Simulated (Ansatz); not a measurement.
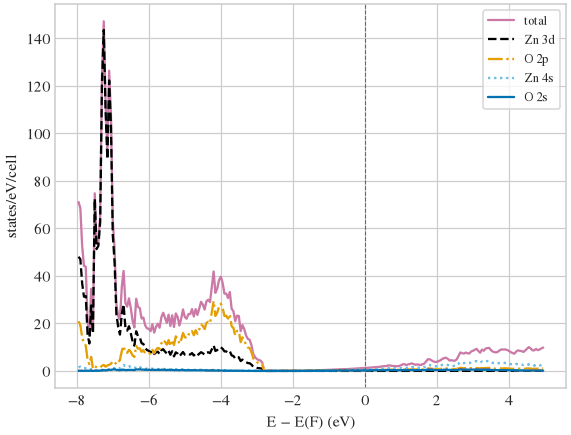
Figure. Total and projected density of states of GaO$_{16}$Zn$_{15}$ in space group P3m1 (No. 156; Pearson symbol hP32), the program Ansatz at the r²SCAN level (PAW)

Problem. Which orbitals carry the states next to the Fermi level?

Solution. Within 0.5 eV of the Fermi level: Zn 4s 50 %, O 2p 23 %, O 2s 17 %, Ga 4s 5 %. Projections are on Löwdin-orthogonalised atomic valence shells; empty p or d shells of many metals are not among them.

Problem. Where is the tallest occupied peak in this window, and what makes it?

Solution. Near -7.2 eV, about 150 states/eV per cell; the largest projected share is Zn 3d.

The start of the workflow was typed in or built on a structure type; neither database checked (COD, Materials Project) lists it. Its standing as an ambient phase is unchecked. The cell was relaxed with r²SCAN under the symmetry of its start; its stability against distortions is not shown here. With an odd number of electrons in the cell and no spin polarisation, the count alone makes it a metal. Scalar-relativistic: spin–orbit coupling is off unless named, which matters more the heavier the elements.

Potentials: the later of the program's two PAW sets.
